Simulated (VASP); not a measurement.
Band structure of Na₂S (antifluorite). Method: PBE GGA with D3 dispersion (zero damping), VASP's PBE PAW potentials (set 64) (plane waves; VASP 6.6.1).

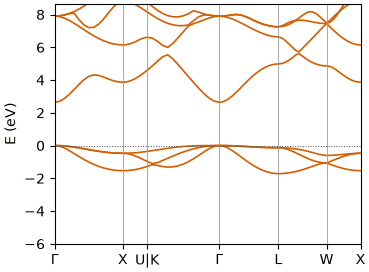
Figure. Bands along high-symmetry lines, zero at the valence-band maximum or, without a gap, the Fermi level

Problem. Read the plot: is there a gap, and where are the band edges?

Solution. The gap is direct, 2.64 eV, from the valence maximum at Γ to the conduction minimum at Γ. (Edges off the drawn lines would not show.)

The compound is Na2S in the antifluorite structure. It was relaxed first.
